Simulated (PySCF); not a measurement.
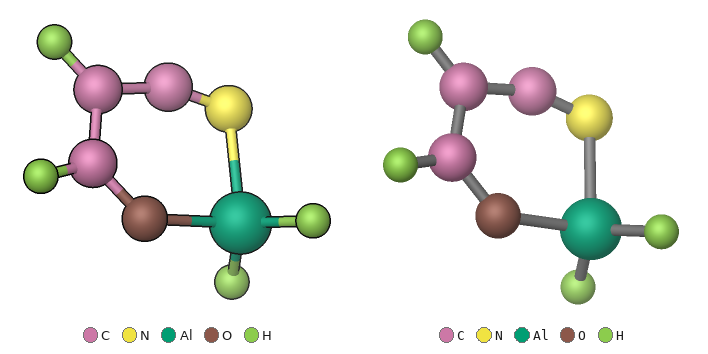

Both panels show the same species.

The computed structure is the end point of a PBE0-D3(BJ)/def2-SVP optimisation. No frequency run is at hand to confirm it as a minimum.

Description:

Formula C3H4AlNO. Its SMILES string is `C1#[N+][AlH2-][O]C=C1`. Among its groups: alkene. The point group is Cs. Coordination, clear cases only: 1 C bent; 1 N bent; 1 O bent; 2 C trigonal planar.
